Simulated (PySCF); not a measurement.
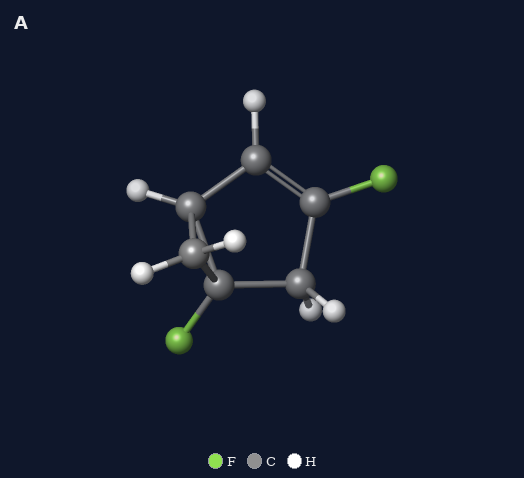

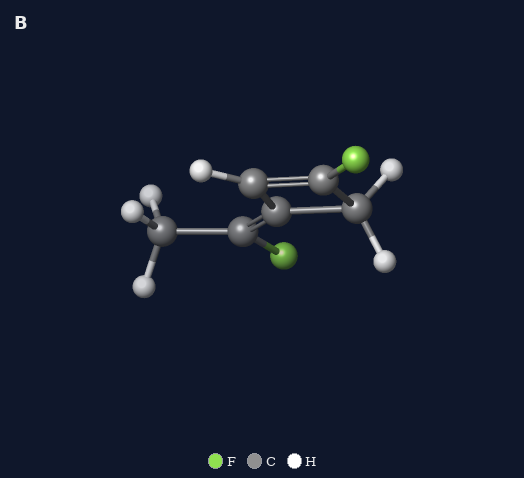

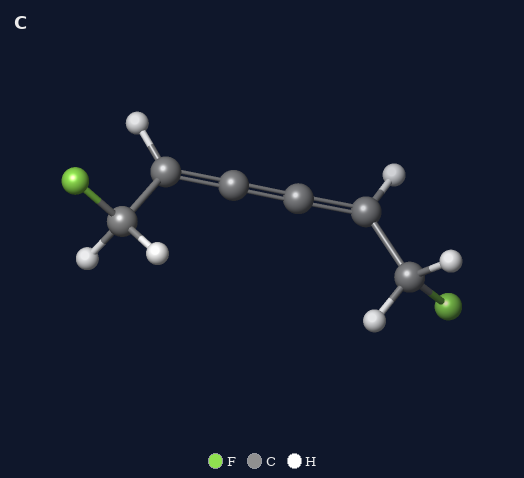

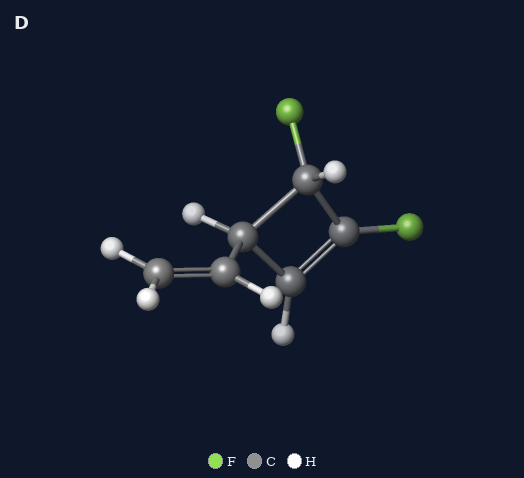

4 stationary structures of one formula. Geometries: GFN2-xTB. Electronic energies: PBE0/pcSseg-1 (PySCF 2.14.0), without zero-point energy. No frequency run is at hand to confirm each as a minimum. Each is one conformer, not always the lowest.

How are they related?

They are constitutional isomers of C6H6F2: A `FC1=C[C@@H]2C[C@]2(F)C1`, B `C/C(F)=C1\C=C(F)C1`, C `FCC=C=C=CCF`, D `C=C[C@@H]1C=C(F)[C@H]1F`.

Which is lowest in energy, and by how much?

A is lowest; B lies 0.556 eV above it, D lies 0.924 eV above it, C lies 1.615 eV above it.
